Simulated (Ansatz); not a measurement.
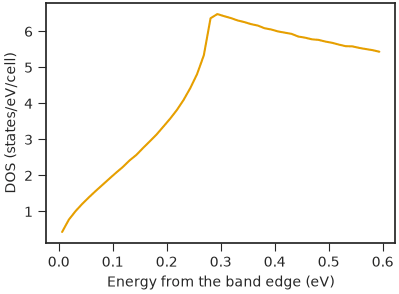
Fig. 1. Density of states of NaCl (Fm-3m) below the valence band maximum, PBEsol, rigid bands run with Ansatz (a first-principles code); cell volume 44.0 Å³.

Task: What effective density of states at 300 K does this give (∫ g(E) exp(−E/k_BT) dE, both spins, divided by the cell's size)?

Result: 4.9e20 cm⁻³, a density-of-states mass of 7.3 mₑ, valleys and band degeneracy included.

Spin-orbit coupling is left out; where it splits the top of the valence band, N_v and the p-type Seebeck coefficient come out somewhat high without it. Geometry: cell and atoms relaxed with PBEsol.
